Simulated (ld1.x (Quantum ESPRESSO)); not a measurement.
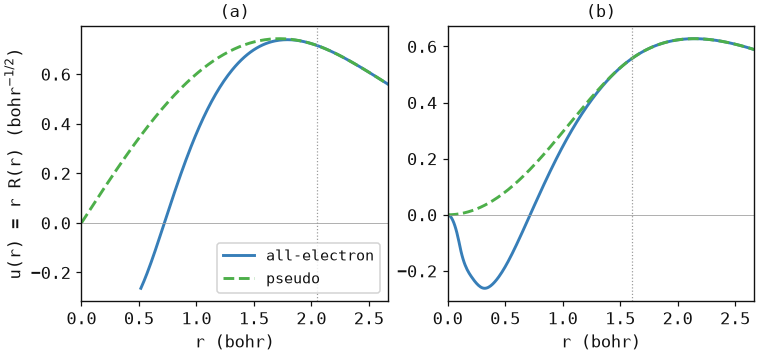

Pseudo-waves (dashed) against the all-electron radial functions (solid). Dotted lines mark the matching radii. The all-electron curves start outside the innermost oscillations, which aren't drawn.

ld1.x (Quantum ESPRESSO) 7.5, PBE, non-relativistic. The levels are (a) -10.96 eV, (b) -4.24 eV.

**Identify the atom and the shell in each panel.**

Silicon (Si), core [Ne], valence 3s1.75 3p2.25 (neutral): (a) 3s, (b) 3p.

**Are the pseudo-waves norm-conserving?**

No. It is an ultrasoft set: the norm inside the radius is free, and the augmentation charge carries the difference.
